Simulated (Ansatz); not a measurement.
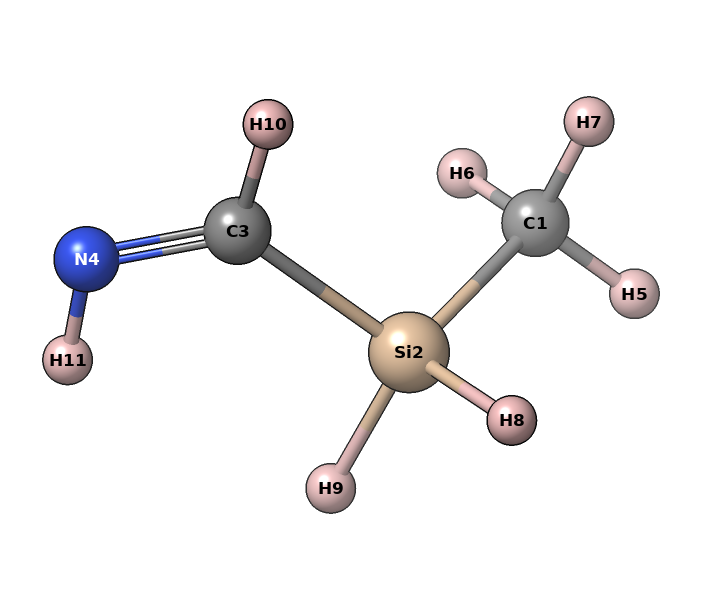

Atoms fade into the background with distance from the viewer. The geometry was computed by an optimisation with PBE0-D4/def2-TZVP.

### Find the stereocentres and stereogenic double bonds.

Double bonds: C3=N4.

### Give the R/S and E/Z labels.

C3=N4: Z.
